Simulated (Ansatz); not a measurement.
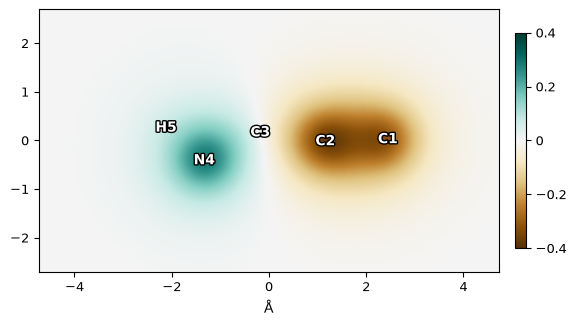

Figure 1: C$_{3}$HN (charge −1, doublet). The HOMO−1 (α) on a plane 0.8 Å above the molecular plane (values in Å⁻³ᐟ²; the overall sign is arbitrary).

Geometry: PBE-D3(BJ)/def2-SVPD; the highest occupied orbital lies above zero, a sign that basis and functional describe the outermost electron poorly.

Method: isolated molecule in a Gaussian basis; Kohn-Sham density functional theory, functional PBE0 in Ansatz.

Input

```
crystal:
  periodic: [false, false, false]
  atoms:
    - symbol: C
      position_ang: [-1.100864, -1.844921, -1.627448]
    - symbol: C
      position_ang: [-0.444043, -0.831856, -1.182118]
    - symbol: C
      position_ang: [0.110438, 0.216262, -0.534221]
    - symbol: "N"
      position_ang: [1.003398, 1.133268, -0.577351]
    - symbol: H
      position_ang: [1.003808, 1.732164, 0.265432]
basis:
  gaussian:
    orbitals: def2-TZVPD
total_charge: -1
magnetization:
  spin_polarized: true
  initial_magnetization: 1
hamiltonian:
  xc: pbe0
output:
  forces: true
  orbitals: {seedname: orbitals}
```

Run with:

```sh
ansatz run input.yaml --threads 2 --pin off --max-ram 4350MiB --events-out events.jsonl --progress --plain --runs-dir runs
```

What is the character of this orbital?

Its weight (Hirshfeld) is mainly on C2 (about 35 %), C1 (about 35 %) and N4 (about 20 %); it changes sign across the molecular plane (π type); π-bonding across C1–C2 and C3–N4. Its energy is −2.00 eV.
